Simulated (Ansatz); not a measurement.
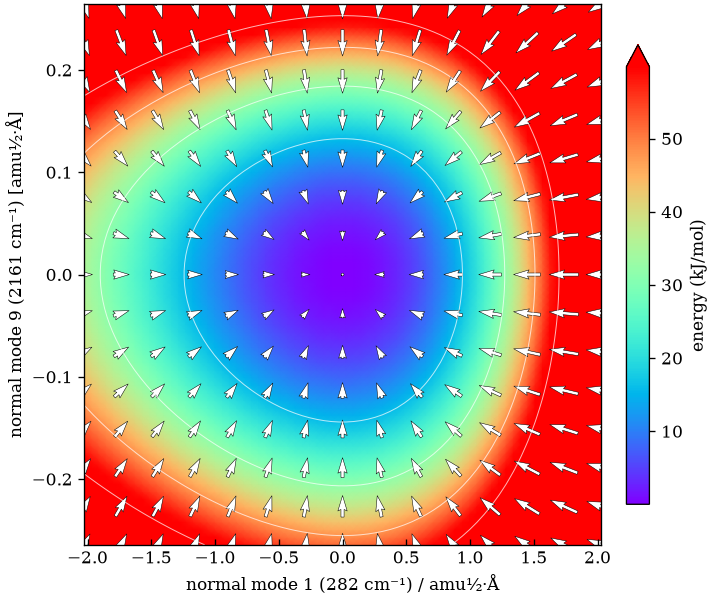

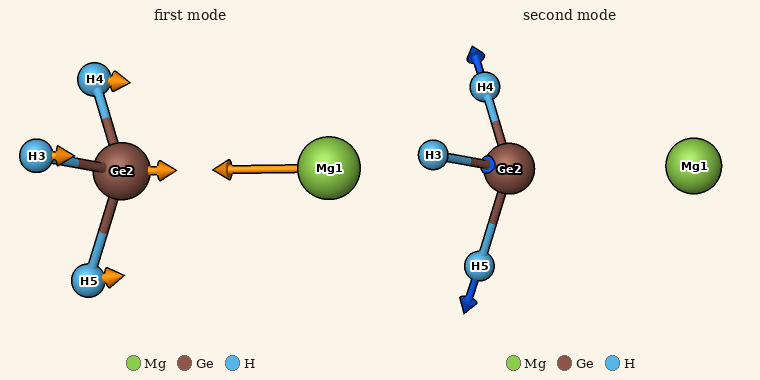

Energy landscape of GeH3Mg, spin multiplicity 2. Coordinates scanned: (1) normal mode 1 (282 cm⁻¹); (2) normal mode 9 (2161 cm⁻¹). Nothing is relaxed (straight displacements along the two mass-weighted modes). The grid has 15 × 15 points. Points are written as (first, second). Energies are in kJ/mol, from the lowest grid point. Level of theory: UHF-MP2, frozen core/def2-TZVP (Ansatz).

The picture shows a smooth colour map with a few white contour lines, arrows along the force (downhill), their lengths compressed, one colour for all values above the top of the scale. Between grid points the surface is interpolated. The second picture is the structure at the lowest point

Q: Describe this landscape.

A: The lowest grid point is at (0.000 amu½·Å, 0.000 amu½·Å). It is the only kind of minimum in the scanned range. The highest grid point, (2.025 amu½·Å, 0.264 amu½·Å), lies 170 kJ/mol above the lowest.

Each point was launched as `ansatz run input.yaml --threads 1 --pin off --max-ram 2560MiB --backend cpu --events-out ev --progress --plain --runs-dir out`. Time for the 225 points that were run: 16 min on 1 thread of Intel(R) Xeon(R) 6975P-C (Granite Rapids) (shared host).
